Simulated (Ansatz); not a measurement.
A series of calculations on TaH$_{3}$OF$_{4}$

### Relaxation

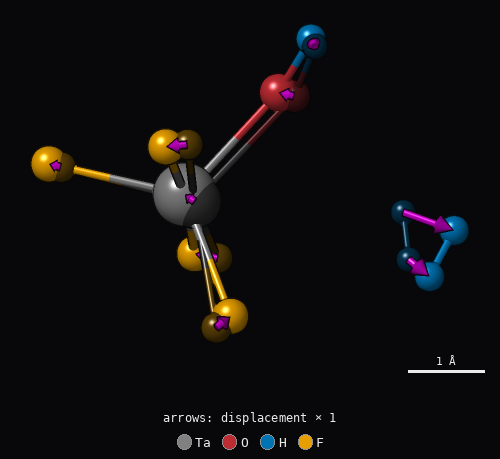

This is a relaxation of TaH$_{3}$OF$_{4}$. The starting structure is drawn faded, the final one solid; purple arrows show the displacements, at their true length. The two geometries are superimposed by the best rigid fit.

A ball-and-stick model, seen at a tilt.

The run prepares an end point of a later path (reaction) calculation, from a guessed geometry.

These are results of RKS B3LYP-D4/def2-SVP (Ansatz), not measurements.

Input
```yaml
crystal:
  periodic: [false, false, false]
  atoms:
    - { symbol: Ta, position_ang: [0.011816, 0.130396, 0.049618] }
    - { symbol: O, position_ang: [1.97403, 0.118421, 0.189915] }
    - { symbol: H, position_ang: [2.420998, 0.269328, 1.036464] }
    - { symbol: F, position_ang: [-0.04042, 0.482037, 1.915574] }
    - { symbol: F, position_ang: [0.193722, -0.387489, -1.754648] }
    - { symbol: F, position_ang: [-0.732923, 1.784554, -0.368892] }
    - { symbol: F, position_ang: [-1.185593, -1.282823, 0.333737] }
    - { symbol: H, position_ang: [1.1771, -2.558606, 0.698294] }
    - { symbol: H, position_ang: [1.661969, -2.048417, 0.553839] }
basis:
  gaussian: { orbitals: def2-SVP }
hamiltonian:
  xc: b3lyp
  dispersion: d4
relax:
  f_tol: 0.03
  max_steps: 50
```

Launched with:
```bash
ansatz run input.yaml --threads 4 --pin off --max-ram 5120MiB --backend cpu --events-out ev --progress --plain --runs-dir out
```

> Describe the change and its energy.

The atom that moves furthest after the best rigid fit is H9 (0.74 Å). By element the largest moves are H 0.74 Å, F 0.31 Å, O 0.21 Å, Ta 0.16 Å. Near-neighbour distances that change, for instance: Ta1–H9 2.779 → 3.628 Å, Ta1–H8 3.002 → 3.506 Å, Ta1–O2 1.967 → 1.876 Å, H8–H9 0.719 → 0.760 Å. Bond angles that change, for instance: Ta1–O2–H3 121.4° → 135.6°, O2–Ta1–F7 128.5° → 119.0°, F6–Ta1–F7 116.6° → 124.7°. After 9 geometry steps the energy has fallen by 4.37 kcal/mol. The largest force component goes from 1.6 to 0.0075 eV/Å. Cost: 24 s on 4 threads of Arm Neoverse V1 (shared host), peak memory 0.29 GiB.

Limits of the set-up: the start holds two separate molecules, 2.2 Å apart at their closest, whose relative position is a soft coordinate.

### Relaxation

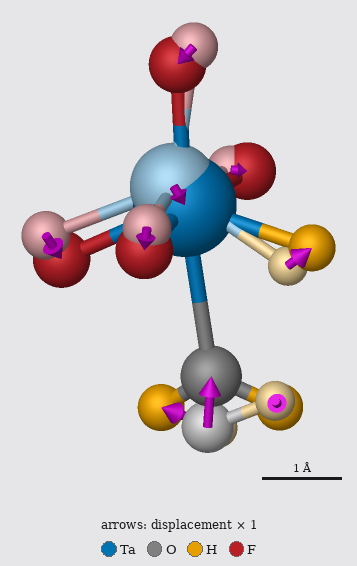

A relaxation of TaH3OF4. The starting structure is drawn faded, the final one solid; purple arrows show the displacements, at their true length. The two geometries are superimposed by the best rigid fit.

The picture is a ball-and-stick view, seen from a free direction.

The run prepares an end point of a later path (reaction) calculation, from a guessed geometry.

The calculation used RKS B3LYP-D4/def2-SVP in Ansatz 0.2.0. Set-up: no spin polarisation; force threshold 0.03 eV/Å; at most 50 steps.

Question: Which element moves most?

Answer: Hydrogen: up to 0.93 Å, against 0.67 Å for oxygen.

Question: What happened in the run?

Answer: Over 11 geometry steps the energy falls by 15.0 kcal/mol. The largest force component goes from 0.82 to 0.021 eV/Å. The atom that moves furthest after the best rigid fit is an H atom (0.93 Å). Largest moves by element: H 0.93 Å, O 0.67 Å, F 0.45 Å, Ta 0.29 Å. Near-neighbour distances that change, for instance: O–Ta 3.206 → 2.283 Å, H–Ta 3.604 → 2.859 Å, H–Ta 3.064 → 2.932 Å, F–Ta 1.866 → 1.909 Å. New bonds form, among them: O–Ta (3.21 → 2.28 Å). Among the angles between lasting bonds that change: F–Ta–H 124.8° → 139.2°, F–Ta–H 113.6° → 105.9°, F–Ta–F 121.5° → 114.9°.

### Path

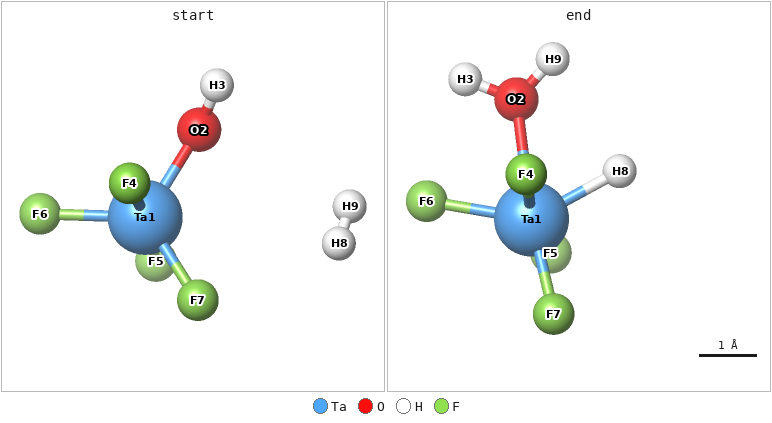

The two relaxed end points of a path for TaH₃OF₄, made up at the start of TaHOF$_{4}$ and H2. Style: ball-and-stick. Shown face on.

The calculation used RKS B3LYP-D4/def2-SVP in Ansatz.

Settings: 5 movable images; climbing image; force threshold 0.05 eV/Å; iteration limit 60.

Start:
```xyz
9

Ta    0.0006    0.2912    0.0282
O     1.8690    0.3020    0.1937
H     2.4965    0.3901    0.9229
F    -0.2500    0.6740    1.8734
F     0.0508   -0.1140   -1.8194
F    -0.8057    1.9337   -0.3709
F    -0.9302   -1.3124    0.3171
H     1.1601   -2.9276    0.7950
H     1.8896   -2.7295    0.7137
```

End:
```xyz
9

Ta   -0.2039   -0.4112    0.1475
O     2.0647   -0.3042    0.3799
H     2.4534    0.5747    0.5196
F    -0.2869   -0.2942    2.0396
F     0.0512   -0.7899   -1.6865
F     0.3660    1.4020   -0.0306
F    -2.0491   -0.6710    0.0225
H     0.4948   -2.0182    0.4324
H     2.5905   -0.9806    0.8295
```

**What barrier does the band find between them, and by what path?**

Forward barrier 130.1 kJ/mol, backward barrier 80.5 kJ/mol, with image 4 at the top; the reaction energy is +49.6 kJ/mol. Breaking: H8–H9 (0.76 → 1.05 at the top → 2.37 Å). Forming: O2–H9 (3.08 → 1.23 at the top → 0.97 Å), Ta1–H8 (3.51 → 1.97 at the top → 1.78 Å). The band converged in 13 iterations. The largest component of the band force went from 38 to 0.031 eV/Å. The climbing image converged on the top of the path. Its vibrational analysis gives one imaginary mode (1247i cm⁻¹), as a transition state must have.

Energies of the converged images:

```csv
image,path (Å),E (kJ/mol)
0,0.00,0.0
1,0.79,3.6
2,1.57,6.2
3,2.36,24.8
4,3.15,130.1
5,3.99,63.4
6,4.84,49.6
```

The geometry at the top of the path:

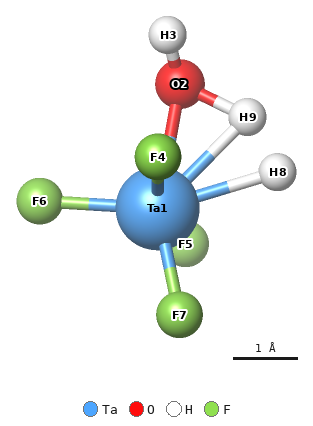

Limits of the set-up: the start holds two separate molecules, 2.7 Å apart at their closest, whose relative position is a soft coordinate.

The run took 2.6 min on 4 threads of Arm Neoverse V1, on a shared host, peak memory 0.3 GiB.
